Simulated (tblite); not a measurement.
**Saddle-point search of C₅H₁₀O₃**

The run: saddle-point search of C₅H₁₀O₃ (1,3,6-trioxocane). Method and program: GFN2-xTB saddle search (eigenvector following) and harmonic vibrations, gas phase (tblite 0.8.0).

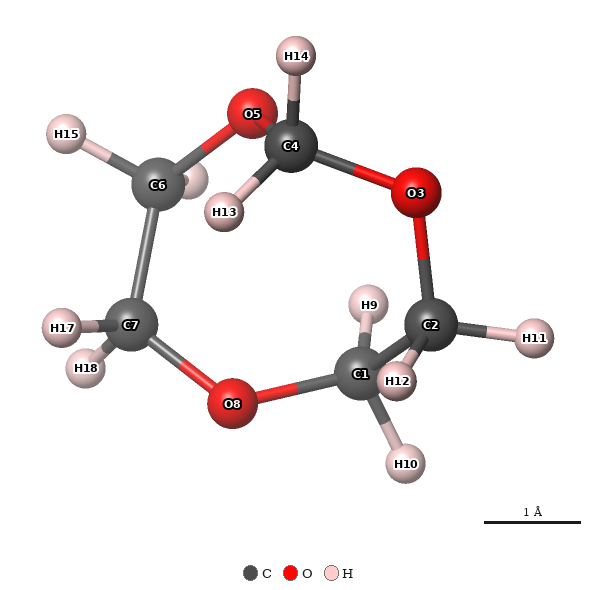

**Figure 1.** The input geometry (ball-and-stick view, seen at a tilt; atoms are numbered from 1 in the order of the input). Bond lengths as drawn: C–C 1.54 Å, C–H 1.09 to 1.10 Å and C–O 1.39 to 1.42 Å.

**Input file**
```
{"job": {"xc": "GFN2-xTB", "basis": "xTB", "kind": "saddle"}, "charge": 0, "multiplicity": 1}
C      0.563198    -1.376541    -0.245352
C      1.837588    -0.590164     0.095085
O      1.827995     0.769554    -0.289418
C      0.702876     1.507862     0.075725
O     -0.330033     1.366074    -0.861139
C     -1.521701     0.666195    -0.562035
C     -1.537376    -0.392066     0.556292
O     -0.398117    -1.192944     0.777213
H      0.189827    -1.100292    -1.232910
H      0.808192    -2.444557    -0.245085
H      2.696787    -1.020060    -0.421484
H      1.990631    -0.668853     1.181679
H      0.375390     1.271833     1.098658
H      1.028440     2.554498     0.021769
H     -2.304079     1.394916    -0.302971
H     -1.806801     0.204012    -1.513940
H     -1.722134     0.092376     1.522566
H     -2.400683    -1.041843     0.345347
```

The first line tells a small driver script what to run in tblite; the rest is the geometry in Å.

Launched with:
```bash
OMP_NUM_THREADS=1 python <driver script> task.json out
```

**Log**
```
step      E/eV     max force
  0    -761.25959   0.0950
  1    -761.25720   0.0737
  2    -761.25760   0.0467
  3    -761.25567   0.2475
  4    -761.25789   0.0674
  5    -761.25792   0.0882
  6    -761.25815   0.0014
lowest wavenumbers (cm-1): -156.1 63.5 162.1 276.5 292.7 314.4
```

**Trajectory as extended XYZ (Å, eV, eV/Å), 6 of the 7 frames kept, from step=0 to step=6**
```
18
Properties=species:S:1:pos:R:3:forces:R:3 step=0 energy=-761.25959
C     0.5632   -1.3765   -0.2454   -0.0050   0.0010   0.0030
C     1.8376   -0.5902    0.0951    0.0110  -0.0070   0.0040
O     1.8280    0.7696   -0.2894    0.0040  -0.0020   0.0050
C     0.7029    1.5079    0.0757   -0.0020   0.0000  -0.0050
O    -0.3300    1.3661   -0.8611   -0.0040   0.0350   0.0080
C    -1.5217    0.6662   -0.5620    0.0090  -0.0590  -0.0710
C    -1.5374   -0.3921    0.5563    0.0160   0.0610   0.0710
O    -0.3981   -1.1929    0.7772   -0.0110  -0.0320  -0.0070
H     0.1898   -1.1003   -1.2329   -0.0030   0.0180  -0.0020
H     0.8082   -2.4446   -0.2451    0.0000   0.0010  -0.0080
H     2.6968   -1.0201   -0.4215    0.0110  -0.0030  -0.0200
H     1.9906   -0.6689    1.1817   -0.0040  -0.0020   0.0140
H     0.3754    1.2718    1.0987   -0.0020  -0.0100  -0.0030
H     1.0284    2.5545    0.0218   -0.0060   0.0040   0.0120
H    -2.3041    1.3949   -0.3030   -0.0120   0.0160   0.0080
H    -1.8068    0.2040   -1.5139    0.0030  -0.0170  -0.0040
H    -1.7221    0.0924    1.5226    0.0070   0.0160   0.0060
H    -2.4007   -1.0418    0.3453   -0.0100  -0.0170  -0.0110
18
Properties=species:S:1:pos:R:3:forces:R:3 step=1 energy=-761.25720
C     0.5645   -1.3615   -0.2281    0.0030  -0.0020   0.0260
C     1.8553   -0.5939    0.0919    0.0020  -0.0050   0.0000
O     1.8441    0.7743   -0.2686   -0.0180  -0.0030   0.0080
C     0.7005    1.4952    0.0727    0.0040   0.0000  -0.0190
O    -0.3110    1.3197   -0.8865   -0.0300  -0.0070   0.0420
C    -1.5257    0.6714   -0.5646    0.0070   0.0190  -0.0180
C    -1.5459   -0.3939    0.5533    0.0080  -0.0290   0.0280
O    -0.3755   -1.1380    0.8098   -0.0500   0.0250  -0.0480
H     0.1823   -1.0817   -1.2110    0.0010  -0.0010   0.0050
H     0.7902   -2.4344   -0.2267   -0.0040   0.0060   0.0050
H     2.6980   -1.0213   -0.4552   -0.0140   0.0060   0.0070
H     2.0333   -0.6915    1.1738   -0.0010   0.0020  -0.0160
H     0.3548    1.2576    1.0888    0.0040   0.0000  -0.0080
H     1.0095    2.5475    0.0229   -0.0030  -0.0050  -0.0020
H    -2.2762    1.4290   -0.2867    0.0270  -0.0190  -0.0130
H    -1.8446    0.2219   -1.5118    0.0090   0.0110   0.0160
H    -1.7784    0.0796    1.5150    0.0080  -0.0200  -0.0310
H    -2.3752   -1.0802    0.3110    0.0470   0.0230   0.0170
18
Properties=species:S:1:pos:R:3:forces:R:3 step=2 energy=-761.25760
C     0.5648   -1.3625   -0.2199   -0.0020   0.0010   0.0150
C     1.8575   -0.5946    0.0889   -0.0030  -0.0050   0.0010
O     1.8428    0.7722   -0.2754    0.0090  -0.0010  -0.0060
C     0.7028    1.4954    0.0709   -0.0020   0.0040   0.0090
O    -0.3131    1.3232   -0.8826   -0.0030  -0.0020  -0.0150
C    -1.5277    0.6778   -0.5614   -0.0100  -0.0040   0.0060
C    -1.5490   -0.3984    0.5482   -0.0040  -0.0220   0.0200
O    -0.3702   -1.1212    0.8183   -0.0320   0.0220  -0.0260
H     0.1805   -1.0910   -1.2043   -0.0030   0.0000   0.0030
H     0.7869   -2.4361   -0.2081   -0.0020   0.0030   0.0030
H     2.6965   -1.0230   -0.4621   -0.0030   0.0000  -0.0010
H     2.0424   -0.6886    1.1695    0.0010   0.0000  -0.0020
H     0.3614    1.2590    1.0884    0.0010   0.0010   0.0050
H     1.0137    2.5468    0.0183    0.0040   0.0030   0.0030
H    -2.2729    1.4365   -0.2763    0.0010  -0.0030   0.0000
H    -1.8511    0.2378   -1.5109    0.0030   0.0020   0.0040
H    -1.8026    0.0633    1.5100    0.0070  -0.0180  -0.0290
H    -2.3628   -1.0966    0.2887    0.0390   0.0200   0.0110
18
Properties=species:S:1:pos:R:3:forces:R:3 step=4 energy=-761.25789
C     0.5624   -1.3629   -0.2069   -0.0020  -0.0090  -0.0280
C     1.8593   -0.5956    0.0801    0.0050   0.0020   0.0010
O     1.8391    0.7704   -0.2860    0.0030   0.0000   0.0000
C     0.7050    1.4970    0.0764   -0.0010  -0.0030   0.0010
O    -0.3186    1.3423   -0.8715    0.0030   0.0000  -0.0080
C    -1.5292    0.6822   -0.5622   -0.0030   0.0000   0.0040
C    -1.5514   -0.3989    0.5433   -0.0190   0.0120  -0.0220
O    -0.3667   -1.0991    0.8290    0.0340   0.0050   0.0580
H     0.1730   -1.1056   -1.1932    0.0010  -0.0010  -0.0070
H     0.7803   -2.4370   -0.1779    0.0040  -0.0050  -0.0100
H     2.6878   -1.0258   -0.4853    0.0020  -0.0010   0.0020
H     2.0637   -0.6878    1.1571   -0.0030  -0.0010   0.0040
H     0.3711    1.2540    1.0946   -0.0020  -0.0010   0.0040
H     1.0219    2.5469    0.0301    0.0000   0.0030   0.0000
H    -2.2831    1.4335   -0.2816   -0.0020   0.0010   0.0020
H    -1.8407    0.2427   -1.5159   -0.0020  -0.0020   0.0000
H    -1.8275    0.0535    1.5014   -0.0020   0.0060   0.0100
H    -2.3464   -1.1099    0.2685   -0.0190  -0.0060  -0.0100
18
Properties=species:S:1:pos:R:3:forces:R:3 step=5 energy=-761.25792
C     0.5584   -1.3616   -0.1996   -0.0020   0.0120   0.0370
C     1.8611   -0.5987    0.0705   -0.0130   0.0000  -0.0010
O     1.8339    0.7660   -0.2986   -0.0060   0.0020  -0.0010
C     0.7076    1.4972    0.0837    0.0010   0.0020  -0.0030
O    -0.3282    1.3702   -0.8549    0.0000   0.0000   0.0110
C    -1.5294    0.6815   -0.5651    0.0040  -0.0030  -0.0050
C    -1.5516   -0.3963    0.5430    0.0230  -0.0200   0.0320
O    -0.3538   -1.0696    0.8477   -0.0430   0.0020  -0.0770
H     0.1604   -1.1072   -1.1833   -0.0020   0.0020   0.0070
H     0.7665   -2.4378   -0.1673   -0.0060   0.0040   0.0110
H     2.6841   -1.0300   -0.5013    0.0050  -0.0040  -0.0090
H     2.0745   -0.6883    1.1458    0.0060  -0.0010   0.0060
H     0.3832    1.2457    1.1028    0.0010   0.0010  -0.0050
H     1.0325    2.5450    0.0450    0.0000  -0.0030  -0.0010
H    -2.3024    1.4189   -0.3007    0.0010   0.0010  -0.0010
H    -1.8175    0.2321   -1.5221    0.0010   0.0020  -0.0010
H    -1.8469    0.0544    1.4967    0.0020  -0.0100  -0.0130
H    -2.3321   -1.1214    0.2577    0.0290   0.0100   0.0130
18
Properties=species:S:1:pos:R:3:forces:R:3 step=6 energy=-761.25815
C     0.5593   -1.3621   -0.1991    0.0000   0.0000   0.0000
C     1.8610   -0.5981    0.0721    0.0000   0.0000   0.0000
O     1.8346    0.7668   -0.2968    0.0000   0.0000   0.0000
C     0.7072    1.4974    0.0823    0.0000   0.0000   0.0000
O    -0.3264    1.3654   -0.8578   -0.0010   0.0000   0.0010
C    -1.5299    0.6828   -0.5643    0.0000   0.0000   0.0000
C    -1.5520   -0.3974    0.5420    0.0000   0.0000   0.0000
O    -0.3573   -1.0743    0.8434    0.0000  -0.0010  -0.0010
H     0.1634   -1.1095   -1.1842    0.0000   0.0000   0.0000
H     0.7691   -2.4377   -0.1641    0.0000   0.0000   0.0000
H     2.6836   -1.0294   -0.5009    0.0000   0.0000   0.0000
H     2.0758   -0.6881    1.1473    0.0000   0.0000   0.0000
H     0.3813    1.2477    1.1013    0.0000   0.0000   0.0000
H     1.0310    2.5455    0.0420    0.0000   0.0000   0.0000
H    -2.2983    1.4233   -0.2952    0.0010   0.0000   0.0000
H    -1.8234    0.2371   -1.5212    0.0000   0.0000   0.0010
H    -1.8461    0.0515    1.4965    0.0000   0.0000   0.0000
H    -2.3328   -1.1209    0.2568    0.0000   0.0000   0.0000
```

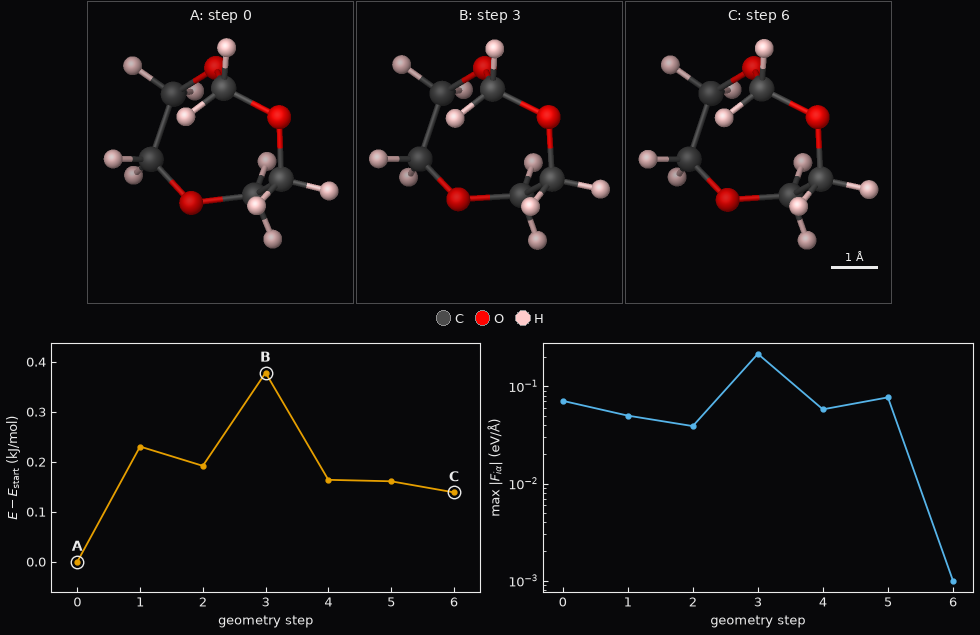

**Figure 2.** Frames of the saddle-point search (ball-and-stick view, seen at a tilt) above the curves, on which the letters mark them (steps are counted from 0).

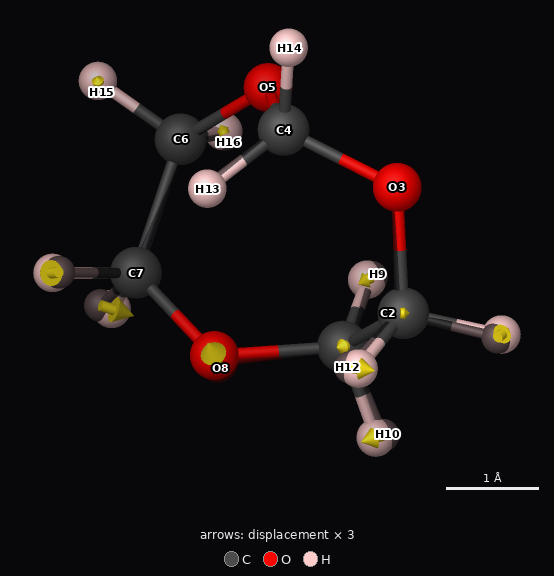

**Figure 3.** Start (faint) and end (solid) with the displacements as yellow arrows, magnified 3 times (ball-and-stick view, seen at a tilt). The two geometries are laid on each other by the best rigid fit. The largest moves after the best rigid fit, 0.14 Å, are those of O8 and H18. By element the largest moves are O 0.14 Å, H 0.14 Å, C 0.05 Å. Distances before and after: C6–C7 1.540 → 1.546 Å. After 6 geometry steps the energy has risen by 0.14 kJ/mol. The largest force component goes from 0.071 to 0.001 eV/Å. (Atoms are counted from 1 in the order of the input.)

**Key numbers**

- outcome: converged
- total energy: −761.2581 eV
- point group: C1
- hardware: 1 CPU thread, shared host
- wall time: 4.5 s
- peak memory: 0.2 GiB
